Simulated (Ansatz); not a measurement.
# Resistivity from frozen vibrations: Ti(0001) with 2 thermally displaced layers, 2x2, part 2 of 2

Wanted: the phonon-limited resistivity of Ti at 180 K by the Landauer route.

Ansatz 0.2.0; Ansatz plane-wave DFT, PBE, PAW files; ballistic transport by layer matching (Landauer), zero bias; PAW set soft_1.

So far. Step 2 (With 2 displaced layers): Over the solved energies the transmission per spin lies between 2.12 and 2.75, out of 2.71 channels of the lead on average (up to 3.22).

## (3) With 6 displaced layers

System of this step: Ti(0001) with 6 thermally displaced layers, 2x2. The cell holds 64 atoms: 64 Ti. Its edges and angles: a = 5.900 Å, b = 5.900 Å, c = 37.488 Å, α = 90.0°, β = 90.0°, γ = 120.0°. It derives from Ti. Regions: lead, 40 atoms (40 Ti); scattering region, 24 atoms (24 Ti). The structure is stacked along c, and the current runs across the ab planes.

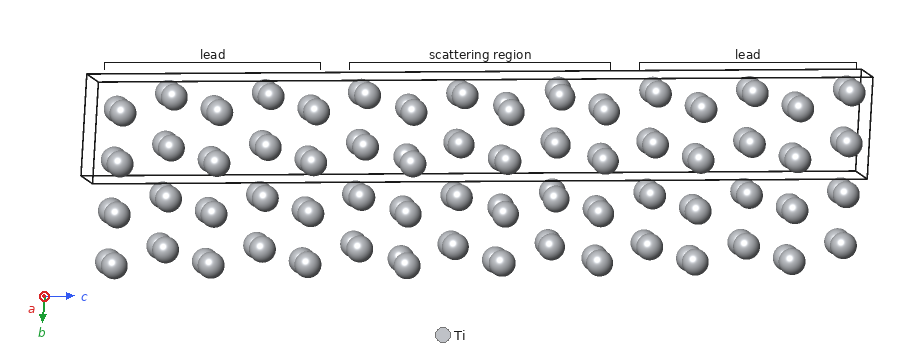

The cell of this step (titanium light grey). 1×2×1 cells are drawn.

input.yaml reads:

```yaml
crystal:
  lattice:
    - [5.9, 0.0, 0.0]
    - [-2.95, 5.1095498823, 0.0]
    - [0.0, 0.0, 37.488]
  atoms:
    - { symbol: Ti, position: [0.1666666667, 0.3333333333, 0.03125] }
    - { symbol: Ti, position: [0.1666666667, 0.8333333333, 0.03125] }
    - { symbol: Ti, position: [0.6666666667, 0.3333333333, 0.03125] }
    - { symbol: Ti, position: [0.6666666667, 0.8333333333, 0.03125] }
    - { symbol: Ti, position: [0.3333333333, 0.1666666667, 0.09375] }
    - { symbol: Ti, position: [0.3333333333, 0.6666666667, 0.09375] }
    - { symbol: Ti, position: [0.8333333333, 0.1666666667, 0.09375] }
    - { symbol: Ti, position: [0.8333333333, 0.6666666667, 0.09375] }
    - { symbol: Ti, position: [0.1666666667, 0.3333333333, 0.15625] }
    - { symbol: Ti, position: [0.1666666667, 0.8333333333, 0.15625] }
    - { symbol: Ti, position: [0.6666666667, 0.3333333333, 0.15625] }
    - { symbol: Ti, position: [0.6666666667, 0.8333333333, 0.15625] }
    - { symbol: Ti, position: [0.3333333333, 0.1666666667, 0.21875] }
    - { symbol: Ti, position: [0.3333333333, 0.6666666667, 0.21875] }
    - { symbol: Ti, position: [0.8333333333, 0.1666666667, 0.21875] }
    - { symbol: Ti, position: [0.8333333333, 0.6666666667, 0.21875] }
    - { symbol: Ti, position: [0.1666666667, 0.3333333333, 0.28125] }
    - { symbol: Ti, position: [0.1666666667, 0.8333333333, 0.28125] }
    - { symbol: Ti, position: [0.6666666667, 0.3333333333, 0.28125] }
    - { symbol: Ti, position: [0.6666666667, 0.8333333333, 0.28125] }
    - { symbol: Ti, position: [0.3430025856, 0.1677626289, 0.3425686412] }
    - { symbol: Ti, position: [0.3213597579, 0.6613306604, 0.3440998718] }
    - { symbol: Ti, position: [0.8219211636, 0.1642281716, 0.3434970046] }
    - { symbol: Ti, position: [0.8400448225, 0.669169087, 0.3443146578] }
    - { symbol: Ti, position: [0.1593102365, 0.3318223433, 0.4074956722] }
    - { symbol: Ti, position: [0.1744052058, 0.8186555914, 0.4086554996] }
    - { symbol: Ti, position: [0.6848085073, 0.3424415861, 0.4066701981] }
    - { symbol: Ti, position: [0.6719959043, 0.8503304242, 0.4093646883] }
    - { symbol: Ti, position: [0.3591878203, 0.1819976825, 0.4693178479] }
    - { symbol: Ti, position: [0.3211084051, 0.666614742, 0.4697930844] }
    - { symbol: Ti, position: [0.8226293664, 0.1712728603, 0.4694330178] }
    - { symbol: Ti, position: [0.8334584397, 0.652862637, 0.4676986094] }
    - { symbol: Ti, position: [0.1554419265, 0.3196961953, 0.5340137117] }
    - { symbol: Ti, position: [0.1635775478, 0.8371683453, 0.5308391496] }
    - { symbol: Ti, position: [0.6903492732, 0.3487256361, 0.5322563449] }
    - { symbol: Ti, position: [0.6447236981, 0.8339398688, 0.5323363208] }
    - { symbol: Ti, position: [0.3398674762, 0.1594633243, 0.5966450253] }
    - { symbol: Ti, position: [0.3161465714, 0.6589548063, 0.5952357171] }
    - { symbol: Ti, position: [0.8455001731, 0.1900098532, 0.5940495414] }
    - { symbol: Ti, position: [0.8247399695, 0.6622651645, 0.5920162591] }
    - { symbol: Ti, position: [0.1574419967, 0.3406824482, 0.6571734244] }
    - { symbol: Ti, position: [0.1753378337, 0.8245364052, 0.658933852] }
    - { symbol: Ti, position: [0.6729422007, 0.3516872298, 0.6555623391] }
    - { symbol: Ti, position: [0.6606973156, 0.8362452431, 0.6578888936] }
    - { symbol: Ti, position: [0.3333333333, 0.1666666667, 0.71875] }
    - { symbol: Ti, position: [0.3333333333, 0.6666666667, 0.71875] }
    - { symbol: Ti, position: [0.8333333333, 0.1666666667, 0.71875] }
    - { symbol: Ti, position: [0.8333333333, 0.6666666667, 0.71875] }
    - { symbol: Ti, position: [0.1666666667, 0.3333333333, 0.78125] }
    - { symbol: Ti, position: [0.1666666667, 0.8333333333, 0.78125] }
    - { symbol: Ti, position: [0.6666666667, 0.3333333333, 0.78125] }
    - { symbol: Ti, position: [0.6666666667, 0.8333333333, 0.78125] }
    - { symbol: Ti, position: [0.3333333333, 0.1666666667, 0.84375] }
    - { symbol: Ti, position: [0.3333333333, 0.6666666667, 0.84375] }
    - { symbol: Ti, position: [0.8333333333, 0.1666666667, 0.84375] }
    - { symbol: Ti, position: [0.8333333333, 0.6666666667, 0.84375] }
    - { symbol: Ti, position: [0.1666666667, 0.3333333333, 0.90625] }
    - { symbol: Ti, position: [0.1666666667, 0.8333333333, 0.90625] }
    - { symbol: Ti, position: [0.6666666667, 0.3333333333, 0.90625] }
    - { symbol: Ti, position: [0.6666666667, 0.8333333333, 0.90625] }
    - { symbol: Ti, position: [0.3333333333, 0.1666666667, 0.96875] }
    - { symbol: Ti, position: [0.3333333333, 0.6666666667, 0.96875] }
    - { symbol: Ti, position: [0.8333333333, 0.1666666667, 0.96875] }
    - { symbol: Ti, position: [0.8333333333, 0.6666666667, 0.96875] }
kpoints:
  mp_grid: { grid: [4, 4, 1] }
hamiltonian:
  xc: pbe
  pseudopotentials: { kind: paw, azcp: { folder: soft_1 } }
scf:
  occupations: { method: fermi_dirac, width: 0.1 }
output:
  transmission: { leads: [[0, 8]], kmesh: [8, 8], e_range: [-0.05, 0.05], de: 0.05 }
  write_potential: true
  write_density: true
  volumetric_format: npy
```

Launch:

```console
> ansatz run input.yaml --threads 4 --pin off --max-ram 15360MiB --backend cpu --events-out ev --progress --plain --runs-dir out
```

Numbers of over 12 decimals in the logs are rounded to 6 here.

Log:

```text
[...]
Crystal: 64 atoms, lattice volume = 1130.126 Å³
Basis set: ecut = 420 eV, 21905 PW (Γ)
Bands: 461, of which v1, the nominal top of the filled ones, is band 384 counted from 1 (383 counted from 0)
Symmetry: 1 space group operations
[...]
k-points: 10 of 16 (time reversal used)
[...]
SCF iter   1: F=—  HF=-159992.125276 eV  |F-HF|=—  |Δ(HF+E_count)|=         —  Δρ=5.88e-2  dr2=5.15e1  ethr=3.10e-3  ⟨swp⟩=7.6  Hψ=16863  notcnv=0
[...]
SCF iter   9: F=-159979.184480 eV  HF=-159979.184480 eV  |F-HF|=3.62e-8  |Δ(HF+E_count)|=   5.08e-8  Δρ=1.71e-6  dr2=4.77e-8  ethr=1.30e-11  ⟨swp⟩=9.1  Hψ=10964  notcnv=0
SCF 1 converged in 9 iterations: F = -159979.184480 eV  dr2 = 4.77e-8
[...]
transmission: 168 of 1598 steps passed
transmission: 327 of 1598 steps passed
[...]
transmission: 1598 of 1598 steps passed
SCF converged after 9 iterations
Free energy (F): -159979.184480 eV
[...]
Internal energy: -159976.671520 eV  (E = F + TS)
E sigma→0 (E₀):  -159977.928000 eV
Entropy (-TS):   -2.512960 eV (-39.265 meV/atom)
Fermi energy:    13.003048 eV
[...]
--- Band table (eV; the first three rows and the last of 10) ---
  k-point 0: bands = [... 380 lower, 13.5317, 13.5597, 13.5784, 13.5889, 13.5961, 13.5983, 13.6029, 13.6128, ... 73 higher]
  k-point 1: bands = [... 380 lower, 13.2419, 13.2498, 13.2588, 13.2638, 13.2707, 13.2779, 13.2965, 13.3049, ... 73 higher]
  k-point 2: bands = [... 380 lower, 12.7716, 12.7889, 12.8162, 12.8290, 12.8983, 12.9089, 12.9184, 12.9273, ... 73 higher]
  k-point 9: bands = [... 380 lower, 12.7850, 12.7954, 12.8401, 12.8555, 12.8662, 12.8934, 12.9349, 12.9384, ... 73 higher]
--- Transmission ---
  basis      : 253 plane waves across, 47 finite elements along
  points     : 34, standing for a mesh of 8 x 8
[...]
channels       : 2.656250e0 a spin
[...]
junction   : crystal 0 to crystal 0, 0.70 to 33.50 Å
    transmission   : 2.019339e0 a spin
[...]
```

The job ended after 15 min (4 threads of Arm Neoverse V1, shared host; peak memory 9.4 GiB).

Numbers from this step:

```
free energy                                   : -159979.1845 eV
energy at zero smearing                       : -159977.9280 eV
Fermi energy                                  : 13.00 eV
transmission per spin nearest the Fermi level : 2.019
step of the lead's potential                  : 1.8 meV
```

Per spin. Table of transmission, zone mean by energy, zero at the Fermi level:

| energy (eV) | transmission, zone mean |
| --- | --- |
| -0.0500 | 1.81 |
| 0.0000 | 2.02 |
| 0.0500 | 2.05 |

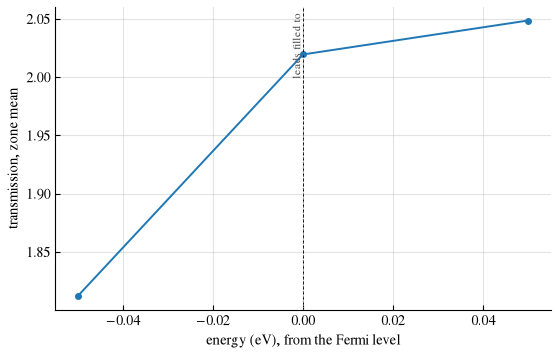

Transmission, zone mean, plotted against energy.

Over the solved energies the transmission per spin lies between 1.81 and 2.05, out of 2.71 channels of the lead on average (up to 3.22).

## (4) With 10 displaced layers

System of this step: Ti(0001) with 10 thermally displaced layers, 2x2. The cell holds 80 atoms: 80 Ti. Its edges and angles: a = 5.900 Å, b = 5.900 Å, c = 46.860 Å, α = 90.0°, β = 90.0°, γ = 120.0°. It derives from Ti. Regions: lead, 40 atoms (40 Ti); scattering region, 40 atoms (40 Ti). The structure is stacked along c, and the current runs across the ab planes.

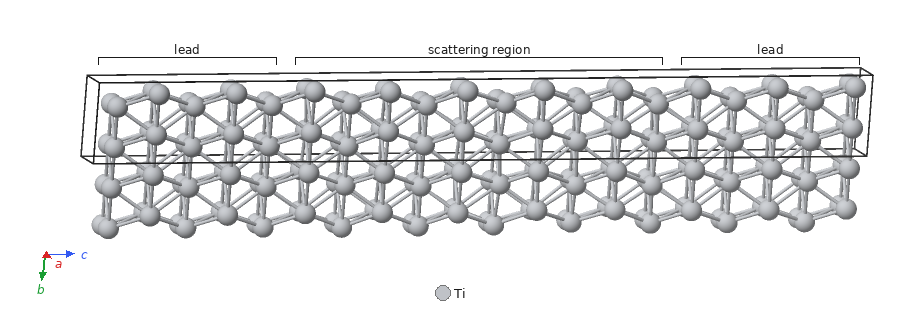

The cell of this step (titanium light grey). 1×2×1 cells are drawn.

input.yaml reads:

```yaml
crystal:
  lattice:
    - [5.9, 0.0, 0.0]
    - [-2.95, 5.1095498823, 0.0]
    - [0.0, 0.0, 46.86]
  atoms:
    - { symbol: Ti, position: [0.1666666667, 0.3333333333, 0.025] }
    - { symbol: Ti, position: [0.1666666667, 0.8333333333, 0.025] }
    - { symbol: Ti, position: [0.6666666667, 0.3333333333, 0.025] }
    - { symbol: Ti, position: [0.6666666667, 0.8333333333, 0.025] }
    - { symbol: Ti, position: [0.3333333333, 0.1666666667, 0.075] }
    - { symbol: Ti, position: [0.3333333333, 0.6666666667, 0.075] }
    - { symbol: Ti, position: [0.8333333333, 0.1666666667, 0.075] }
    - { symbol: Ti, position: [0.8333333333, 0.6666666667, 0.075] }
    - { symbol: Ti, position: [0.1666666667, 0.3333333333, 0.125] }
    - { symbol: Ti, position: [0.1666666667, 0.8333333333, 0.125] }
    - { symbol: Ti, position: [0.6666666667, 0.3333333333, 0.125] }
    - { symbol: Ti, position: [0.6666666667, 0.8333333333, 0.125] }
    - { symbol: Ti, position: [0.3333333333, 0.1666666667, 0.175] }
    - { symbol: Ti, position: [0.3333333333, 0.6666666667, 0.175] }
    - { symbol: Ti, position: [0.8333333333, 0.1666666667, 0.175] }
    - { symbol: Ti, position: [0.8333333333, 0.6666666667, 0.175] }
    - { symbol: Ti, position: [0.1666666667, 0.3333333333, 0.225] }
    - { symbol: Ti, position: [0.1666666667, 0.8333333333, 0.225] }
    - { symbol: Ti, position: [0.6666666667, 0.3333333333, 0.225] }
    - { symbol: Ti, position: [0.6666666667, 0.8333333333, 0.225] }
    - { symbol: Ti, position: [0.3315459126, 0.1598407781, 0.2732951303] }
    - { symbol: Ti, position: [0.322113889, 0.672526766, 0.2762580577] }
    - { symbol: Ti, position: [0.8254123616, 0.1541421001, 0.2761097534] }
    - { symbol: Ti, position: [0.81625036, 0.6583539703, 0.2757893968] }
    - { symbol: Ti, position: [0.1462017295, 0.3378374938, 0.3242606567] }
    - { symbol: Ti, position: [0.1673286838, 0.8324508316, 0.3252569144] }
    - { symbol: Ti, position: [0.6692544972, 0.3244925262, 0.3268062583] }
    - { symbol: Ti, position: [0.6789151468, 0.8431692711, 0.326480698] }
    - { symbol: Ti, position: [0.346204667, 0.1765066382, 0.3750960896] }
    - { symbol: Ti, position: [0.3181417291, 0.6650923585, 0.3740218439] }
    - { symbol: Ti, position: [0.8204760661, 0.1696796182, 0.3742772976] }
    - { symbol: Ti, position: [0.816857145, 0.6545077279, 0.375341194] }
    - { symbol: Ti, position: [0.177996125, 0.3487500761, 0.4249823126] }
    - { symbol: Ti, position: [0.1853584464, 0.8496804421, 0.4264620144] }
    - { symbol: Ti, position: [0.6499487679, 0.3476568948, 0.4254317025] }
    - { symbol: Ti, position: [0.6731088046, 0.8376609716, 0.4254865356] }
    - { symbol: Ti, position: [0.334466039, 0.1624825819, 0.4725827671] }
    - { symbol: Ti, position: [0.3275489388, 0.6572970442, 0.4763730322] }
    - { symbol: Ti, position: [0.8309045622, 0.1676397929, 0.4739200371] }
    - { symbol: Ti, position: [0.8281109573, 0.6665322183, 0.4731118894] }
    - { symbol: Ti, position: [0.1690840526, 0.3320967804, 0.5234927915] }
    - { symbol: Ti, position: [0.1454450328, 0.8393143142, 0.5246217309] }
    - { symbol: Ti, position: [0.6599392941, 0.3305803259, 0.527308984] }
    - { symbol: Ti, position: [0.6666687735, 0.8343431102, 0.5231097314] }
    - { symbol: Ti, position: [0.3553124456, 0.177362418, 0.576356217] }
    - { symbol: Ti, position: [0.3391576477, 0.6773527049, 0.5754715231] }
    - { symbol: Ti, position: [0.8386368732, 0.1648924548, 0.5731264912] }
    - { symbol: Ti, position: [0.8324419218, 0.6441095896, 0.5746950084] }
    - { symbol: Ti, position: [0.1585231968, 0.3211760376, 0.6257793616] }
    - { symbol: Ti, position: [0.1620977459, 0.8282404765, 0.6256607884] }
    - { symbol: Ti, position: [0.6699513304, 0.349525572, 0.6254467464] }
    - { symbol: Ti, position: [0.6505451091, 0.810667778, 0.6233376707] }
    - { symbol: Ti, position: [0.3440108178, 0.1660767423, 0.6746401102] }
    - { symbol: Ti, position: [0.3424469675, 0.6517139941, 0.6742555506] }
    - { symbol: Ti, position: [0.8319798304, 0.1735019799, 0.674156558] }
    - { symbol: Ti, position: [0.8177842452, 0.6479544011, 0.6759271007] }
    - { symbol: Ti, position: [0.1720285874, 0.3277799012, 0.7252076269] }
    - { symbol: Ti, position: [0.1508662301, 0.827833102, 0.72675156] }
    - { symbol: Ti, position: [0.6815036809, 0.360266736, 0.7239993727] }
    - { symbol: Ti, position: [0.671385544, 0.8310541953, 0.7257192302] }
    - { symbol: Ti, position: [0.3333333333, 0.1666666667, 0.775] }
    - { symbol: Ti, position: [0.3333333333, 0.6666666667, 0.775] }
    - { symbol: Ti, position: [0.8333333333, 0.1666666667, 0.775] }
    - { symbol: Ti, position: [0.8333333333, 0.6666666667, 0.775] }
    - { symbol: Ti, position: [0.1666666667, 0.3333333333, 0.825] }
    - { symbol: Ti, position: [0.1666666667, 0.8333333333, 0.825] }
    - { symbol: Ti, position: [0.6666666667, 0.3333333333, 0.825] }
    - { symbol: Ti, position: [0.6666666667, 0.8333333333, 0.825] }
    - { symbol: Ti, position: [0.3333333333, 0.1666666667, 0.875] }
    - { symbol: Ti, position: [0.3333333333, 0.6666666667, 0.875] }
    - { symbol: Ti, position: [0.8333333333, 0.1666666667, 0.875] }
    - { symbol: Ti, position: [0.8333333333, 0.6666666667, 0.875] }
    - { symbol: Ti, position: [0.1666666667, 0.3333333333, 0.925] }
    - { symbol: Ti, position: [0.1666666667, 0.8333333333, 0.925] }
    - { symbol: Ti, position: [0.6666666667, 0.3333333333, 0.925] }
    - { symbol: Ti, position: [0.6666666667, 0.8333333333, 0.925] }
    - { symbol: Ti, position: [0.3333333333, 0.1666666667, 0.975] }
    - { symbol: Ti, position: [0.3333333333, 0.6666666667, 0.975] }
    - { symbol: Ti, position: [0.8333333333, 0.1666666667, 0.975] }
    - { symbol: Ti, position: [0.8333333333, 0.6666666667, 0.975] }
kpoints:
  mp_grid: { grid: [4, 4, 1] }
hamiltonian:
  xc: pbe
  pseudopotentials: { kind: paw, azcp: { folder: soft_1 } }
scf:
  occupations: { method: fermi_dirac, width: 0.1 }
output:
  transmission: { leads: [[0, 8]], kmesh: [8, 8], e_range: [-0.05, 0.05], de: 0.05 }
  write_potential: true
  write_density: true
  volumetric_format: npy
```

Log:

```text
[...]
Crystal: 80 atoms, lattice volume = 1412.658 Å³
Basis set: ecut = 420 eV, 27409 PW (Γ)
Bands: 576, of which v1, the nominal top of the filled ones, is band 480 counted from 1 (479 counted from 0)
Symmetry: 1 space group operations
[...]
k-points: 10 of 16 (time reversal used)
[...]
SCF iter   1: F=—  HF=-199989.885053 eV  |F-HF|=—  |Δ(HF+E_count)|=         —  Δρ=5.87e-2  dr2=6.94e1  ethr=3.10e-3  ⟨swp⟩=7.6  Hψ=20690  notcnv=0
[...]
SCF iter   9: F=-199973.635843 eV  HF=-199973.635843 eV  |F-HF|=4.33e-8  |Δ(HF+E_count)|=   7.90e-8  Δρ=1.63e-6  dr2=5.66e-8  ethr=1.04e-11  ⟨swp⟩=7.2  Hψ=16531  notcnv=0
SCF 1 converged in 9 iterations: F = -199973.635843 eV  dr2 = 5.66e-8
[...]
transmission: 201 of 1972 steps passed
transmission: 402 of 1972 steps passed
[...]
transmission: 1972 of 1972 steps passed
SCF converged after 9 iterations
Free energy (F): -199973.635843 eV
[...]
Internal energy: -199970.460326 eV  (E = F + TS)
E sigma→0 (E₀):  -199972.048085 eV
Entropy (-TS):   -3.175517 eV (-39.694 meV/atom)
Fermi energy:    12.999214 eV
[...]
--- Band table (eV; the first three rows and the last of 10) ---
  k-point 0: bands = [... 476 lower, 13.5555, 13.5587, 13.5622, 13.5713, 13.5774, 13.5898, 13.5918, 13.6022, ... 92 higher]
  k-point 1: bands = [... 476 lower, 13.2525, 13.2594, 13.2609, 13.2685, 13.2737, 13.2788, 13.2873, 13.2910, ... 92 higher]
  k-point 2: bands = [... 476 lower, 12.7863, 12.7977, 12.8408, 12.8512, 12.8590, 12.8808, 12.8840, 12.9031, ... 92 higher]
  k-point 9: bands = [... 476 lower, 12.8075, 12.8388, 12.8524, 12.8636, 12.8702, 12.8738, 12.8944, 12.9033, ... 92 higher]
--- Transmission ---
  basis      : 253 plane waves across, 58 finite elements along
  points     : 34, standing for a mesh of 8 x 8
[...]
channels       : 2.656250e0 a spin
[...]
junction   : crystal 0 to crystal 0, 0.70 to 42.87 Å
    transmission   : 1.775690e0 a spin
[...]
```

It took 26 min on 4 threads; peak memory 9.4 GiB.

This step gave:

| Item | Value |
| --- | --- |
| free energy | -199973.6358 eV |
| energy at zero smearing | -199972.0481 eV |
| transmission per spin nearest the Fermi level | 1.776 |
| step of the lead's potential | 4.1 meV |

Per spin. Transmission, zone mean against energy, zero at the Fermi level:

| energy (eV) | transmission, zone mean |
| --- | --- |
| -0.0500 | 1.63 |
| 0.0000 | 1.78 |
| 0.0500 | 1.75 |

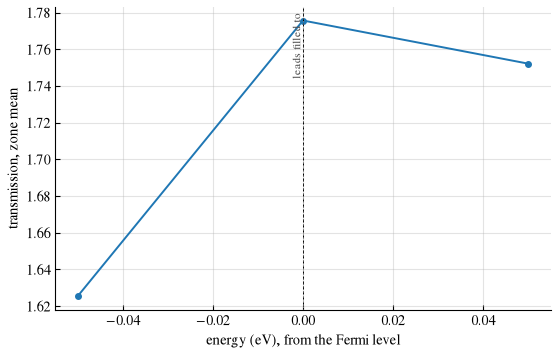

Transmission, zone mean against energy.

Over the solved energies the transmission per spin lies between 1.63 and 1.78, out of 2.71 channels of the lead on average (up to 3.22).

## (5) The fit

This step: Ansatz plane-wave DFT, PBE, PAW files; ballistic transport by layer matching (Landauer), zero bias; resistivity from the slope of the area resistance; PAW set soft_1 (Ansatz 0.2.0).

This step gave:

```
resistivity           : 36.08 µΩ cm
intercept             : 0.002551 fΩ m²
scatter about the fit : 0.02744 fΩ m²
```

Resistance, by row:

| run | length (Å) | T | channels N | RA (fΩ m²) |
| --- | --- | --- | --- | --- |
| n2 | 4.686 | 2.449 | 2.708 | 0.1522 |
| n6 | 14.06 | 1.96 | 2.708 | 0.5485 |
| n10 | 23.43 | 1.718 | 2.708 | 0.8284 |

The area resistance by length of the displaced region:

| length of the displaced region (Å) | area resistance (fΩ m²) |
| --- | --- |
| 4.69 | 0.152 |
| 14.06 | 0.549 |
| 23.43 | 0.828 |

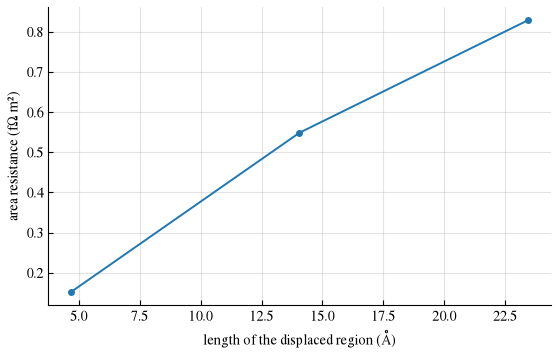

Area resistance, plotted against length of the displaced region.

The area resistance goes from 0.15 to 0.83 fΩ m² between 4.7 and 23.4 Å, a slope of 36 µΩ cm.

By hand from the end points: (0.8284 − 0.1522) fΩ m² / (23.43 − 4.69) Å = 36 µΩ cm, since 1 fΩ m² per Å is 1000 µΩ cm.

## (6) Results

```json
{"resistivity from the slope": "36.1 µΩ cm", "area resistance over 4.69 Å": "0.152 fΩ m²", "area resistance over 14.1 Å": "0.549 fΩ m²", "area resistance over 23.4 Å": "0.828 fΩ m²"}
```

What this shows: The slope gives 36 µΩ cm. The points scatter by 0.027 fΩ m² about the line, with one random draw a length in a 2x2 cell, so the slope is a rough value. The mean square of the displacements drawn is 0.73, 0.99 and 0.93 of the nominal one at the three lengths; with each resistance scaled back by that, the slope is 37 µΩ cm, the value used below. Read with a model of isotropic scattering on a spherical Fermi surface and the lead's 0.70×10¹⁵ S/m², this slope means a mean free path near 31 Å; over these lengths the model's slope is 1.07 times its bulk resistivity, which would be 34 µΩ cm. Uncorrelated displacements put too much weight on short waves, which scatter strongly; with the sideways repeat of a small cell, one draw and three short lengths, the method is good to a factor of two or three.

[Logs are printed without paths, hosts, clocks, repeated set-up lines and the standing remarks that a program may print on its own settings, such as how far it seeks lower states.]

[Hosts, paths, dates, database ids (printed as entryN), source tags and the programs' standing remarks are cut or masked in the printed files.]
